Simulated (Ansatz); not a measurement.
A series of calculations on GeH$_{6}$SO

Part 1: Relaxation

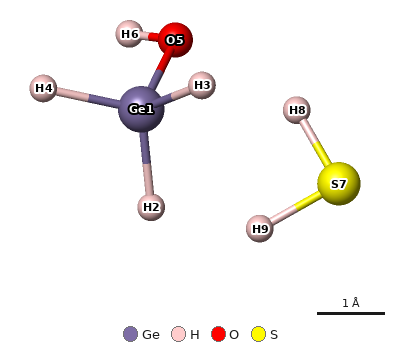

Starting structure of GeH6SO. The picture is a ball-and-stick view, seen from a free direction.

The run prepares an end point of a later path (reaction) calculation, from a guessed geometry.

Level of theory: RKS B3LYP-D4/def2-SVP in Ansatz 0.2.0.

The input:
```yaml
crystal:
  periodic: [false, false, false]
  atoms:
    - { symbol: Ge, position_ang: [-0.064002, 0.06911, -0.002314] }
    - { symbol: H, position_ang: [0.092834, 0.028058, 1.537416] }
    - { symbol: H, position_ang: [1.289517, 0.07062, -0.715516] }
    - { symbol: H, position_ang: [-0.934854, 1.280186, -0.414982] }
    - { symbol: O, position_ang: [-0.903627, -1.434169, -0.544669] }
    - { symbol: H, position_ang: [-1.860595, -1.375143, -0.422554] }
    - { symbol: S, position_ang: [1.334413, -2.705514, 1.516652] }
    - { symbol: H, position_ang: [0.33796, -2.775221, 0.59872] }
    - { symbol: H, position_ang: [0.718754, -1.632026, 2.126048] }
basis:
  gaussian: { orbitals: def2-SVP }
hamiltonian:
  xc: b3lyp
  dispersion: d4
relax:
  f_tol: 0.03
  max_steps: 50
output:
  orbitals: {}
```

Command:
```bash
ansatz run input.yaml --threads 2 --pin off --max-ram 3072MiB --backend cpu --events-out ev --progress --plain --runs-dir out
```

### Predict the outcome.

The energy falls by 3.90 kcal/mol in 12 geometry steps. The largest force component goes from 0.72 to 0.02 eV/Å. The forces were under the threshold at step 9, but the run went on from there. The atom that moves furthest after the best rigid fit is H9 (1.11 Å). By element the largest moves are H 1.11 Å, Ge 0.25 Å, S 0.25 Å, O 0.17 Å. Near-neighbour distances that change, for instance: Ge1–S7 3.459 → 3.883 Å, S7–H9 1.379 → 1.353 Å, Ge1–H2 1.548 → 1.543 Å. Cost: 34 s on 2 threads of Arm Neoverse V1, with other jobs on the host, peak memory 0.21 GiB.

The structure at the end:

```xyz
9

Ge   -0.1353    0.2814   -0.1226
H    -0.1057    0.5988    1.3874
H     1.2697    0.1799   -0.7238
H    -0.9943    1.3328   -0.8627
O    -0.8674   -1.3473   -0.4001
H    -1.8135   -1.3741   -0.2042
S     1.4748   -2.8953    1.4244
H     0.4138   -2.5983    0.6279
H     0.7684   -2.6519    2.5525
```

The end point in the same view:

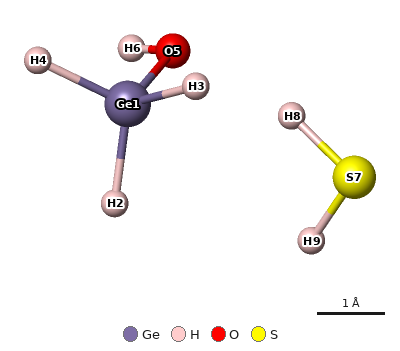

Part 2: Relaxation

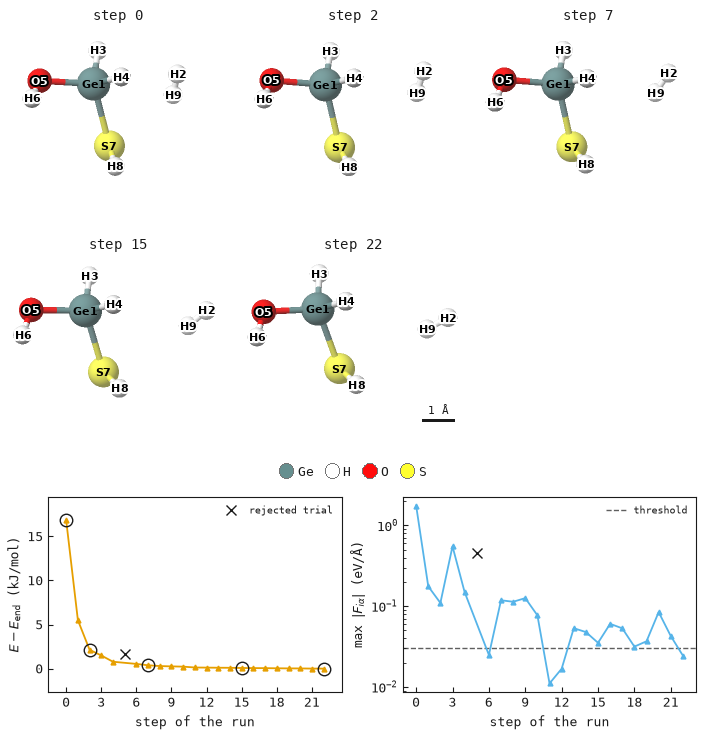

Frames of a relaxation of GeH₆SO, marked on the history of the run. A ball-and-stick model, seen from a free direction.

The run prepares an end point of a later path (reaction) calculation, from a guessed geometry.

Theory: RKS B3LYP-D4/def2-SVP (Ansatz 0.2.0). Set-up: no spin polarisation; force threshold 0.03 eV/Å; at most 50 steps.

> What happens along the run?

The largest move after the best rigid fit is that of H2, 1.30 Å. By element the largest moves are H 1.30 Å, Ge 0.39 Å, O 0.37 Å, S 0.28 Å. Some distances before and after: H2–H9 0.719 → 0.763 Å. Bond angles that change, for instance: H4–Ge1–O5 108.8° → 110.8°. Over 21 accepted moves (22 points after the start) the energy falls by 16.8 kJ/mol. Largest force component: 1.8 eV/Å at the start, 0.024 eV/Å at the end. The line search rejected the trial step at point 5 of the run. The forces were under the threshold at step 6, but the run went on from there. The run took 56 s on 2 threads of Arm Neoverse V1, with other jobs on the host, peak memory 0.2 GiB. From step 0 to 2: H2 moves most (0.38 Å), energy −14.7 kJ/mol. From step 2 to 7: H2 moves most (0.35 Å), energy −1.76 kJ/mol. From step 7 to 15: H2 moves most (0.38 Å), energy −0.31 kJ/mol. From step 15 to 22: H2 moves most (0.29 Å), energy −0.07 kJ/mol.

```csv
step,"E − E(0), kJ/mol","largest force component, eV/Å",note
0,0.00,1.7570,
1,-11.31,0.1755,
2,-14.67,0.1095,
3,-15.32,0.5501,
4,-16.03,0.1488,
5,-15.18,0.4565,rejected
6,-16.27,0.0248,
7,-16.43,0.1181,
8,-16.51,0.1132,
9,-16.55,0.1256,
10,-16.58,0.0768,
11,-16.68,0.0110,
12,-16.69,0.0167,
13,-16.70,0.0532,
14,-16.71,0.0477,
15,-16.74,0.0351,
16,-16.75,0.0603,
17,-16.75,0.0530,
18,-16.77,0.0315,
19,-16.78,0.0367,
20,-16.79,0.0842,
21,-16.80,0.0425,
22,-16.81,0.0243,
```

Limits of the set-up: the start holds two separate molecules, 2.6 Å apart at their closest, whose relative position is a soft coordinate.

Part 3: Path

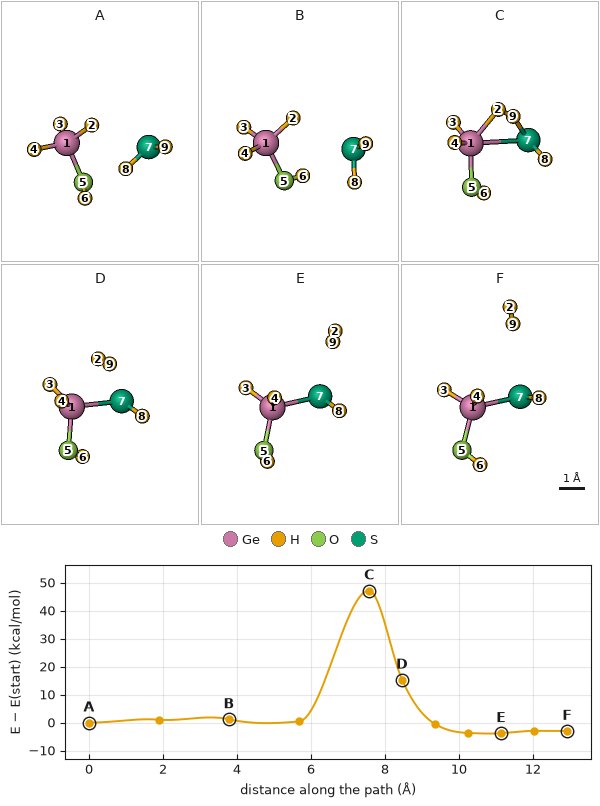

A nudged-elastic-band calculation for GeH₆SO. Images are numbered from 0 (start) to 10 (end). Frames A to F are images 0, 2, 4, 5, 8, 10. The picture is a ball-and-stick view, seen at a tilt.

Computed with RKS B3LYP-D4/def2-SVP in Ansatz. Settings: 9 movable images; climbing image; force threshold 0.05 eV/Å; iteration limit 60; starting path through a guess of the saddle point.

> Read off the barrier and say what moves.

The path has more than one stage, and so few images may leave a stage unresolved. Breaking: Ge1–H2 (1.54 → 1.88 at the top → 4.32 Å), S7–H9 (1.35 → 1.74 at the top → 3.07 Å). Forming: Ge1–S7 (3.88 → 2.72 at the top → 2.25 Å), H2–H9 (3.56 → 0.97 at the top → 0.76 Å). The energy climbs by 47.2 kcal/mol to image 4 and then falls by 50.2 kcal/mol, so the end point sits at −3.0 kcal/mol. Image 8 lies below both ends, at −3.8 kcal/mol, which points to an intermediate minimum that so few images don't resolve. The band converged in 35 iterations. The largest component of the band force went from 7.6 to 0.046 eV/Å. The climbing image converged on the top of the path. Its vibrational analysis gives one imaginary mode (1283i cm⁻¹), as a transition state must have.

Cost: 12 min on 2 threads of Arm Neoverse V1, with other jobs on the host, peak memory 0.21 GiB.
